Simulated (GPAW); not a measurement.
Band structure of Na (Im-3m, 1 atom in the cell).

```xyz
1
Lattice="-2.1300 2.1300 2.1300 2.1300 -2.1300 2.1300 2.1300 2.1300 -2.1300" Properties=species:S:1:pos:R:3 pbc="T T T"
Na     0.0000     0.0000     0.0000
```

Computed with PBE, GPAW PAW datasets PBE (gpaw-data 1.0.1) (plane waves; GPAW).

Settings: mode = pw; ecut = 800 eV; xc = PBE; kpts = 9 9 9; mesh shift (steps) = 0 0 0; occupations.name = fermi-dirac; occupations.width = 0.1 eV; nbands = -5; symmetry.symmorphic = false; symmetry.tolerance = 0.0005; maxiter = 150; bandpath_npoints = 40.

The starting cell has typed, rounded lattice constants, without a prior relaxation at this level.

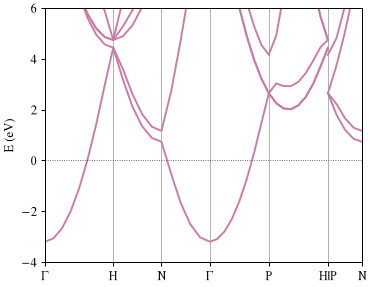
Bands along the path, energies from the Fermi level.

Levels in eV from the Fermi level, bands 1 to 7:
```csv
point,1,2,3,4,5,6,7
Γ,-24.97,-24.97,-24.97,-3.20,11.46,11.46,11.46
H,-24.99,-24.99,-24.99,4.44,4.44,4.75,4.75
N,-25.00,-24.98,-24.97,0.74,1.16,8.03,8.88
P,-24.98,-24.98,-24.98,2.65,2.65,2.65,4.16
```

Bands cross the Fermi level along this path, so the cell is metallic at this level.
